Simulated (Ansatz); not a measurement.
Input file:

```
crystal:
  periodic: [false, false, false]
  atoms:
    - {symbol: O, position_ang: [-1.241679, 1.129380, 0.797676]}
    - {symbol: Sn, position_ang: [0.114602, 0.109303, -0.130421]}
    - {symbol: O, position_ang: [1.855275, 0.194666, 0.694407]}
    - {symbol: O, position_ang: [-0.351293, -1.763092, -0.277135]}
    - {symbol: F, position_ang: [0.214458, 0.925468, -1.852407]}
    - {symbol: H, position_ang: [-1.463061, 1.940426, 0.330113]}
    - {symbol: H, position_ang: [2.255457, -0.675449, 0.784266]}
    - {symbol: H, position_ang: [-1.291659, -1.917701, -0.402300]}
basis:
  gaussian: {orbitals: def2-TZVPP}
hamiltonian: {xc: pbe0, dispersion: d4}
output: {orbitals: {seedname: orbitals}}
```

Command:

```sh
ansatz run in.yaml --threads 4 --pin off --events-out ev --progress --plain --max-ram 10444MiB
```

Geometry: PBE0-D4/def2-TZVP; core potentials replace the inner electrons of Sn.

Computed with RKS PBE0-D4/def2-TZVPP in Ansatz.

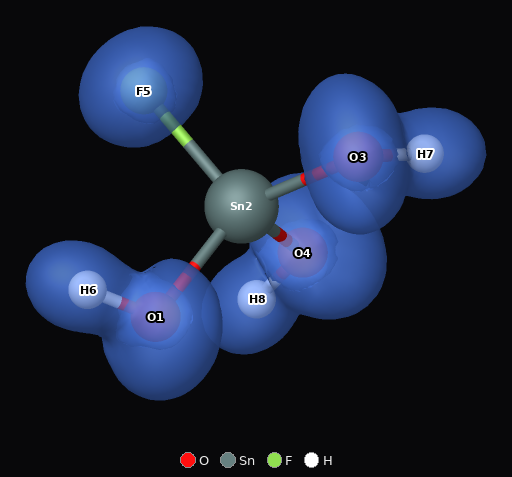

FH3O3Sn (SMILES [OH][Sn]([OH])([OH])[F]). Isosurface of the electron localisation function at 0.75 (blue), seen at an oblique angle. Core shells and regions of very low density are left out.

### What do the ELF domains correspond to?

The surface consists of one region wrapped around F (its valence shell) and three joined regions spread over several atoms (H, O), in which their bonds and any lone pairs are merged. Profiles from the grid: Sn–F (1.91 Å): the ELF peaks at about 0.80 in the valence shell of F, 0.5 Å from its nucleus, and drops to about 0.15 between the two atoms. Sn–O (1.93 Å): the ELF peaks at about 0.85 in the valence shell of O, 0.6 Å from its nucleus, and drops to about 0.15 between the two atoms.
